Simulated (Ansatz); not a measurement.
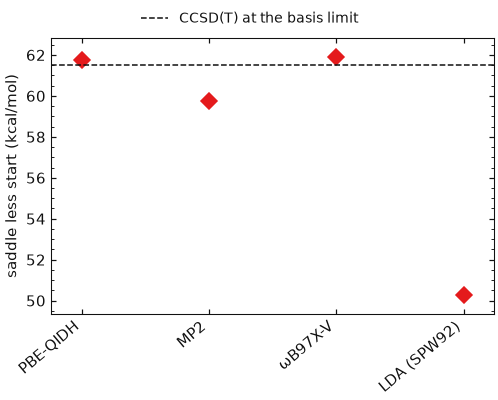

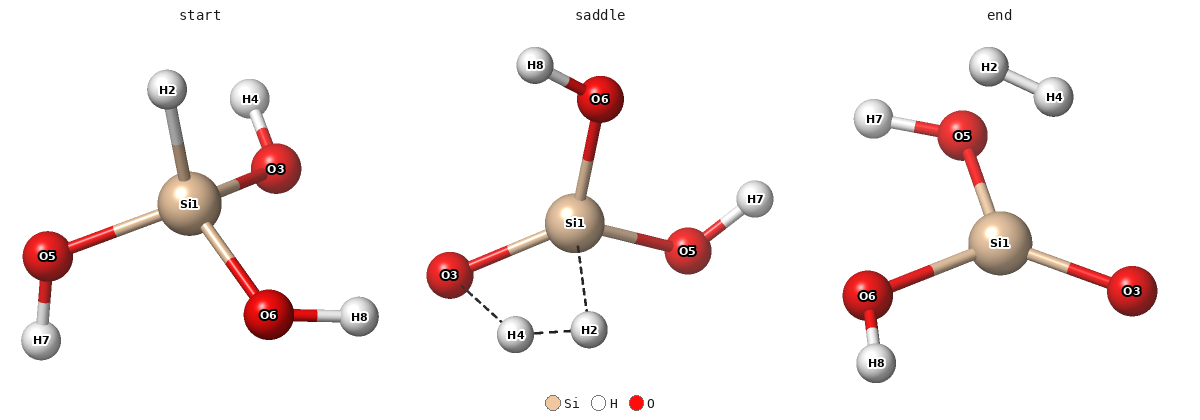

Height of the saddle over the start in one step of SiH₄O₃ at several levels. In the step H2–H4 (2.82 → 0.94 → 0.75 Å) forms; Si1–H2 (1.48 → 1.76 → 2.61 Å) and O3–H4 (0.96 → 1.47 → 2.68 Å) break (lengths at start, saddle and end; changes of bond order aren't listed). Electronic energies at PBE0-D4/def2-TZVP geometries, energies in def2-TZVPP, the Ansatz code; cores frozen in correlated methods, no zero-point terms. Start and end are the structures at the ends of the path (complexes, where there are several molecules). The line is the MP2 basis limit plus CCSD(T) less MP2 in triple zeta. PBE-QIDH holds a correlation term that converges slowly with the basis, so part of the distance to the limit is basis error. No dispersion term is added to PBE-QIDH. The distance of MP2 to the limit includes basis error.

> What range do the values span, the line included?

From 50.3 kcal/mol (LDA (SPW92)) to 61.9 kcal/mol (ωB97X-V).

> Give the values.

```tsv
level	kcal/mol	less CCSD(T) at the basis limit
PBE-QIDH	61.8	0.3
MP2	59.7	−1.8
ωB97X-V	61.9	0.4
LDA (SPW92)	50.3	−11.2
CCSD(T) at the basis limit	61.5	0.0
```
